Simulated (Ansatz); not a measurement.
AlNH4F2: molecular dynamics (part 5 of 5)

AlNH4F2; RKS BLYP/def2-SVP (Ansatz 0.2.0). It belongs to a series of runs on one base structure; here: dynamics from the highest image of the converged band.

Geometry of the input (Å):
```
Al 0.0632  -0.3445  -0.0007
H  -0.2121  0.0511  1.7424
F  1.5524  0.2660  -0.4665
F  -1.3242  0.0208  -0.8664
N  0.1023  -2.0633  0.7852
H  -0.6746  -2.7307  0.6860
H  0.9805  -2.5837  0.9153
H  -0.1195  -0.9618  1.6973
```

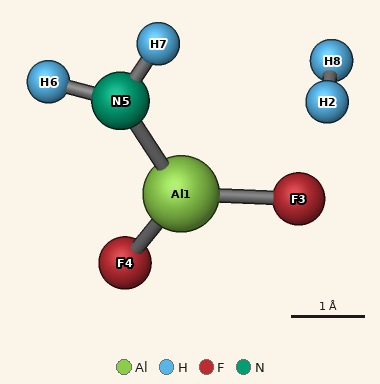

Figure 1. The geometry at step 175 of the log (ball-and-stick view, seen at a tilt; atoms are numbered from 1 in the order of the input).

**Trajectory as extended XYZ, continued**
```
8
Properties=species:S:1:pos:R:3:forces:R:3 step=151 time_fs=75.5 energy=-13581.13796 temperature=610.0
Al    0.1461   -0.6724   -0.2589   -0.2613   1.5694   0.5013
H     0.1352    2.5250    2.4187   -0.0010   0.1384  -0.9700
F     1.4552    0.4272   -0.2812   -0.4694  -1.0318  -0.0989
F    -1.2861    0.1236   -0.6797    0.3323  -0.4400  -0.2439
N     0.0169   -2.2264    0.5847    0.0314  -0.2436   0.5479
H    -0.9065   -2.6500    0.8094    0.5868   0.2768  -0.2476
H     0.6816   -2.4354    1.3516   -0.2258  -0.1167  -0.4451
H     0.1454    2.4049    3.1491    0.0070  -0.1523   0.9564
8
Properties=species:S:1:pos:R:3:forces:R:3 step=153 time_fs=76.5 energy=-13581.14766 temperature=621.9
Al    0.1458   -0.6740   -0.2601   -0.4097   1.5937   0.4294
H     0.1396    2.5575    2.4176    0.0114   0.0054  -0.2013
F     1.4509    0.4202   -0.2768   -0.3409  -0.9257  -0.1082
F    -1.2859    0.1259   -0.6788    0.3446  -0.4523  -0.2403
N     0.0227   -2.2245    0.5798   -0.8320  -0.2409  -0.0485
H    -0.9018   -2.6561    0.8158    0.8094   0.3913  -0.3254
H     0.6822   -2.4194    1.3227    0.4227  -0.3527   0.3062
H     0.1407    2.4654    3.1731   -0.0055  -0.0188   0.1881
8
Properties=species:S:1:pos:R:3:forces:R:3 step=155 time_fs=77.5 energy=-13581.13036 temperature=600.5
Al    0.1453   -0.6749   -0.2611   -0.5561   1.5847   0.3672
H     0.1441    2.5901    2.4147    0.0041  -0.0694   0.6334
F     1.4464    0.4128   -0.2725   -0.1962  -0.8043  -0.1166
F    -1.2855    0.1279   -0.6780    0.3447  -0.4573  -0.2390
N     0.0279   -2.2228    0.5749   -1.3229  -0.1274  -0.6121
H    -0.8896   -2.6585    0.8192    0.7296   0.3580  -0.3223
H     0.6869   -2.4067    1.2966    0.9952  -0.5406   0.9357
H     0.1360    2.5256    3.1989    0.0016   0.0564  -0.6462
8
Properties=species:S:1:pos:R:3:forces:R:3 step=157 time_fs=78.5 energy=-13581.12326 temperature=591.9
Al    0.1447   -0.6753   -0.2620   -0.6957   1.5456   0.3171
H     0.1487    2.6221    2.4175   -0.0135  -0.0633   1.0706
F     1.4418    0.4050   -0.2682   -0.0361  -0.6691  -0.1241
F    -1.2849    0.1298   -0.6774    0.3313  -0.4540  -0.2409
N     0.0323   -2.2212    0.5695   -1.0842   0.0007  -0.7677
H    -0.8705   -2.6576    0.8195    0.3583   0.1736  -0.2273
H     0.7008   -2.3991    1.2792    1.1208  -0.5843   1.0553
H     0.1313    2.5864    3.2187    0.0190   0.0509  -1.0830
8
Properties=species:S:1:pos:R:3:forces:R:3 step=160 time_fs=80.0 energy=-13581.16270 temperature=641.3
Al    0.1432   -0.6749   -0.2631   -0.8874   1.4360   0.2670
H     0.1553    2.6691    2.4403   -0.0199  -0.0047   0.7305
F     1.4349    0.3927   -0.2620    0.2295  -0.4432  -0.1343
F    -1.2837    0.1321   -0.6766    0.2842  -0.4324  -0.2508
N     0.0377   -2.2188    0.5606    0.5124   0.1098  -0.1598
H    -0.8373   -2.6541    0.8165   -0.4879  -0.2748   0.0364
H     0.7400   -2.3978    1.2702    0.3441  -0.3839   0.2532
H     0.1246    2.6782    3.2297    0.0250  -0.0067  -0.7421
8
Properties=species:S:1:pos:R:3:forces:R:3 step=162 time_fs=81.0 energy=-13581.16651 temperature=646.3
Al    0.1418   -0.6740   -0.2637   -1.0037   1.3310   0.2487
H     0.1595    2.7003    2.4647    0.0110  -0.0150  -0.0650
F     1.4304    0.3842   -0.2579    0.4197  -0.2800  -0.1406
F    -1.2827    0.1333   -0.6763    0.2343  -0.4072  -0.2622
N     0.0415   -2.2171    0.5544    1.5775   0.0734   0.3957
H    -0.8197   -2.6544    0.8145   -0.8758  -0.5022   0.1831
H     0.7715   -2.4019    1.2685   -0.3567  -0.2043  -0.4136
H     0.1204    2.7395    3.2277   -0.0062   0.0042   0.0539
8
Properties=species:S:1:pos:R:3:forces:R:3 step=164 time_fs=82.0 energy=-13581.14457 temperature=619.1
Al    0.1401   -0.6726   -0.2643   -1.1117   1.2017   0.2404
H     0.1637    2.7313    2.4885    0.0640  -0.0937  -0.8863
F     1.4262    0.3755   -0.2539    0.6159  -0.1101  -0.1464
F    -1.2816    0.1344   -0.6760    0.1696  -0.3737  -0.2773
N     0.0464   -2.2154    0.5485    2.0057  -0.1241   0.8392
H    -0.8103   -2.6593    0.8142   -0.8327  -0.5086   0.2004
H     0.7996   -2.4079    1.2630   -0.8513  -0.0752  -0.8457
H     0.1162    2.8009    3.2262   -0.0595   0.0836   0.8757
8
Properties=species:S:1:pos:R:3:forces:R:3 step=166 time_fs=83.0 energy=-13581.14311 temperature=617.4
Al    0.1379   -0.6707   -0.2647   -1.2105   1.0476   0.2415
H     0.1686    2.7614    2.5042    0.0901  -0.1575  -1.0677
F     1.4222    0.3668   -0.2500    0.8136   0.0623  -0.1515
F    -1.2804    0.1353   -0.6760    0.0904  -0.3322  -0.2957
N     0.0527   -2.2137    0.5432    1.7086  -0.4568   1.1028
H    -0.8086   -2.6690    0.8157   -0.3809  -0.2867   0.0766
H     0.8199   -2.4147    1.2496   -1.0254  -0.0246  -0.9636
H     0.1114    2.8630    3.2327   -0.0858   0.1480   1.0576
8
Properties=species:S:1:pos:R:3:forces:R:3 step=169 time_fs=84.5 energy=-13581.18024 temperature=663.9
Al    0.1339   -0.6673   -0.2652   -1.3281   0.7666   0.2647
H     0.1774    2.8040    2.5112    0.0045  -0.0045   0.0079
F     1.4171    0.3538   -0.2442    1.0991   0.3130  -0.1572
F    -1.2786    0.1363   -0.6762   -0.0541  -0.2556  -0.3284
N     0.0641   -2.2119    0.5367    0.4418  -0.8772   1.0034
H    -0.8109   -2.6876    0.8188    0.4761   0.1800  -0.2005
H     0.8326   -2.4255    1.2129   -0.6388  -0.1180  -0.5726
H     0.1028    2.9586    3.2588   -0.0005  -0.0041  -0.0174
8
Properties=species:S:1:pos:R:3:forces:R:3 step=171 time_fs=85.5 energy=-13581.17497 temperature=657.5
Al    0.1306   -0.6647   -0.2654   -1.3703   0.5494   0.2988
H     0.1834    2.8321    2.5142   -0.0806   0.1831   0.7535
F     1.4144    0.3454   -0.2405    1.2717   0.4657  -0.1599
F    -1.2774    0.1368   -0.6765   -0.1666  -0.1959  -0.3530
N     0.0722   -2.2114    0.5332   -0.5488  -0.9020   0.5692
H    -0.8080   -2.6986    0.8188    0.8123   0.3813  -0.3252
H     0.8329   -2.4340    1.1811   -0.0020  -0.2904  -0.0208
H     0.0970    3.0225    3.2778    0.0844  -0.1912  -0.7626
8
Properties=species:S:1:pos:R:3:forces:R:3 step=173 time_fs=86.5 energy=-13581.15695 temperature=635.1
Al    0.1269   -0.6618   -0.2655   -1.3692   0.3188   0.3494
H     0.1887    2.8620    2.5241   -0.1287   0.3024   1.0518
F     1.4123    0.3371   -0.2368    1.4213   0.5999  -0.1622
F    -1.2763    0.1372   -0.6770   -0.2908  -0.1297  -0.3799
N     0.0800   -2.2115    0.5301   -1.3215  -0.6988   0.0015
H    -0.7975   -2.7059    0.8158    0.8362   0.4131  -0.3533
H     0.8333   -2.4453    1.1491    0.7205  -0.4958   0.5530
H     0.0919    3.0847    3.2897    0.1323  -0.3100  -1.0604
8
Properties=species:S:1:pos:R:3:forces:R:3 step=175 time_fs=87.5 energy=-13581.16416 temperature=644.4
Al    0.1226   -0.6589   -0.2655   -1.3162   0.0896   0.4139
H     0.1928    2.8946    2.5438   -0.1132   0.2763   0.8361
F     1.4110    0.3292   -0.2332    1.5411   0.7103  -0.1646
F    -1.2753    0.1375   -0.6777   -0.4251  -0.0575  -0.4088
N     0.0868   -2.2121    0.5269   -1.4828  -0.3826  -0.3921
H    -0.7792   -2.7095    0.8094    0.5388   0.2581  -0.2753
H     0.8403   -2.4612    1.1222    1.1408  -0.6110   0.8349
H     0.0880    3.1439    3.2919    0.1165  -0.2832  -0.8440
8
Properties=species:S:1:pos:R:3:forces:R:3 step=178 time_fs=89.0 energy=-13581.20371 temperature=694.0
Al    0.1154   -0.6544   -0.2652   -1.1352  -0.2196   0.5252
H     0.1972    2.9477    2.5860    0.0425  -0.0982  -0.2414
F     1.4104    0.3180   -0.2280    1.6525   0.8236  -0.1693
F    -1.2743    0.1379   -0.6791   -0.6392   0.0596  -0.4555
N     0.0954   -2.2135    0.5218   -0.2317  -0.0169  -0.2817
H    -0.7440   -2.7113    0.7955   -0.3244  -0.2452  -0.0084
H     0.8704   -2.4957    1.0959    0.6751  -0.3958   0.3967
H     0.0840    3.2285    3.2822   -0.0396   0.0923   0.2345
8
Properties=species:S:1:pos:R:3:forces:R:3 step=180 time_fs=90.0 energy=-13581.19590 temperature=684.8
Al    0.1101   -0.6515   -0.2648   -0.9541  -0.3883   0.6006
H     0.2004    2.9825    2.6129    0.1653  -0.4122  -0.9041
F     1.4111    0.3110   -0.2247    1.6753   0.8619  -0.1733
F    -1.2740    0.1383   -0.6804   -0.7843   0.1405  -0.4874
N     0.1008   -2.2144    0.5181    0.9646   0.0339   0.0641
H    -0.7230   -2.7146    0.7858   -0.8425  -0.5728   0.1623
H     0.8993   -2.5238    1.0838   -0.0616  -0.0701  -0.1599
H     0.0812    3.2854    3.2769   -0.1627   0.4070   0.8978
8
Properties=species:S:1:pos:R:3:forces:R:3 step=182 time_fs=91.0 energy=-13581.18790 temperature=675.0
Al    0.1044   -0.6487   -0.2642   -0.7357  -0.5225   0.6717
H     0.2051    3.0136    2.6316    0.1762  -0.4480  -0.8757
F     1.4126    0.3045   -0.2214    1.6551   0.8707  -0.1779
F    -1.2741    0.1387   -0.6818   -0.9252   0.2196  -0.5181
N     0.1068   -2.2153    0.5145    1.6678  -0.1330   0.4158
H    -0.7100   -2.7233    0.7775   -0.9651  -0.6699   0.2082
H     0.9277   -2.5526    1.0703   -0.6994   0.2397  -0.5939
H     0.0768    3.3460    3.2798   -0.1737   0.4434   0.8699
8
Properties=species:S:1:pos:R:3:forces:R:3 step=184 time_fs=92.0 energy=-13581.20177 temperature=692.2
Al    0.0985   -0.6461   -0.2633   -0.4914  -0.6243   0.7368
H     0.2115    3.0406    2.6423    0.0485  -0.1188  -0.2115
F     1.4149    0.2984   -0.2182    1.5926   0.8516  -0.1831
F    -1.2746    0.1392   -0.6836   -1.0557   0.2936  -0.5456
N     0.1139   -2.2163    0.5111    1.5982  -0.4953   0.6879
H    -0.7058   -2.7382    0.7711   -0.6108  -0.4598   0.0989
H     0.9495   -2.5791    1.0512   -1.0353   0.4384  -0.7896
H     0.0708    3.4107    3.2906   -0.0461   0.1146   0.2062
8
Properties=species:S:1:pos:R:3:forces:R:3 step=187 time_fs=93.5 energy=-13581.21398 temperature=708.1
Al    0.0892   -0.6427   -0.2614   -0.0984  -0.7287   0.8237
H     0.2213    3.0804    2.6567   -0.1775   0.4855   0.7344
F     1.4200    0.2901   -0.2136    1.4268   0.7761  -0.1917
F    -1.2765    0.1403   -0.6868   -1.2181   0.3866  -0.5759
N     0.1265   -2.2186    0.5070    0.4589  -1.0047   0.7689
H    -0.7085   -2.7676    0.7627    0.2892   0.1363  -0.1830
H     0.9641   -2.6110    1.0088   -0.8607   0.4378  -0.6374
H     0.0616    3.5083    3.3082    0.1799  -0.4889  -0.7392
8
Properties=species:S:1:pos:R:3:forces:R:3 step=189 time_fs=94.5 energy=-13581.22086 temperature=717.2
Al    0.0830   -0.6407   -0.2599    0.1699  -0.7728   0.8751
H     0.2261    3.1118    2.6738   -0.2292   0.6302   0.8763
F     1.4242    0.2850   -0.2107    1.2753   0.7000  -0.1977
F    -1.2785    0.1412   -0.6892   -1.2953   0.4316  -0.5859
N     0.1354   -2.2209    0.5048   -0.5636  -1.0268   0.5303
H    -0.7082   -2.7863    0.7553    0.7233   0.4513  -0.3155
H     0.9633   -2.6271    0.9726   -0.3119   0.2196  -0.3021
H     0.0572    3.5684    3.3125    0.2314  -0.6332  -0.8806
8
Properties=species:S:1:pos:R:3:forces:R:3 step=191 time_fs=95.5 energy=-13581.23601 temperature=736.4
Al    0.0769   -0.6390   -0.2580    0.4355  -0.7951   0.9189
H     0.2287    3.1491    2.6990   -0.1665   0.4650   0.5931
F     1.4292    0.2804   -0.2078    1.0983   0.6089  -0.2037
F    -1.2812    0.1424   -0.6920   -1.3417   0.4598  -0.5857
N     0.1439   -2.2239    0.5031   -1.4984  -0.7274   0.1282
H    -0.7011   -2.8009    0.7449    0.8623   0.5772  -0.3552
H     0.9596   -2.6411    0.9337    0.4419  -0.1209   0.1013
H     0.0550    3.6226    3.3086    0.1687  -0.4674  -0.5969
8
Properties=species:S:1:pos:R:3:forces:R:3 step=193 time_fs=96.5 energy=-13581.24763 temperature=751.3
Al    0.0709   -0.6376   -0.2557    0.6896  -0.7890   0.9500
H     0.2298    3.1906    2.7297    0.0047  -0.0020  -0.0078
F     1.4346    0.2760   -0.2051    0.9031   0.5079  -0.2094
F    -1.2846    0.1438   -0.6950   -1.3534   0.4694  -0.5742
N     0.1514   -2.2274    0.5014   -1.9928  -0.2491  -0.2485
H    -0.6860   -2.8101    0.7312    0.6800   0.4801  -0.2996
H     0.9601   -2.6562    0.8956    1.0715  -0.4173   0.3850
H     0.0544    3.6726    3.2993   -0.0027  -0.0001   0.0045
8
Properties=species:S:1:pos:R:3:forces:R:3 step=196 time_fs=98.0 energy=-13581.25825 temperature=765.5
Al    0.0624   -0.6360   -0.2518    1.0246  -0.7130   0.9599
H     0.2322    3.2511    2.7738    0.2671  -0.7300  -0.7577
F     1.4437    0.2699   -0.2012    0.5931   0.3491  -0.2162
F    -1.2909    0.1463   -0.7002   -1.3012   0.4472  -0.5344
N     0.1602   -2.2329    0.4986   -1.2302   0.3054  -0.4150
H    -0.6527   -2.8163    0.7057   -0.0919  -0.0490  -0.0818
H     0.9800   -2.6864    0.8451    1.0039  -0.3383   0.2902
H     0.0527    3.7493    3.2871   -0.2653   0.7285   0.7549
8
Properties=species:S:1:pos:R:3:forces:R:3 step=198 time_fs=99.0 energy=-13581.27564 temperature=787.3
Al    0.0572   -0.6353   -0.2487    1.2001  -0.6172   0.9369
H     0.2366    3.2839    2.7952    0.2247  -0.6158  -0.5831
F     1.4501    0.2660   -0.1987    0.3850   0.2449  -0.2189
F    -1.2959    0.1483   -0.7039   -1.2191   0.4075  -0.4922
N     0.1649   -2.2363    0.4964   -0.0080   0.4074  -0.3039
H    -0.6305   -2.8203    0.6875   -0.6875  -0.4994   0.0772
H     1.0054   -2.7106    0.8152    0.3278   0.0579   0.0032
H     0.0489    3.8080    3.2868   -0.2230   0.6146   0.5807
8
Properties=species:S:1:pos:R:3:forces:R:3 step=200 time_fs=100.0 energy=-13581.28006 temperature=792.8
Al    0.0524   -0.6348   -0.2453    1.3268  -0.4923   0.8903
H     0.2430    3.3111    2.8114    0.0141  -0.0275  -0.0289
F     1.4567    0.2623   -0.1963    0.1825   0.1461  -0.2197
F    -1.3016    0.1505   -0.7080   -1.1009   0.3480  -0.4376
N     0.1696   -2.2395    0.4939    1.0021   0.2758  -0.1466
H    -0.6146   -2.8290    0.6699   -0.9940  -0.7646   0.1580
H     1.0340   -2.7343    0.7853   -0.4181   0.4879  -0.2423
H     0.0430    3.8722    3.2919   -0.0124   0.0266   0.0267
```
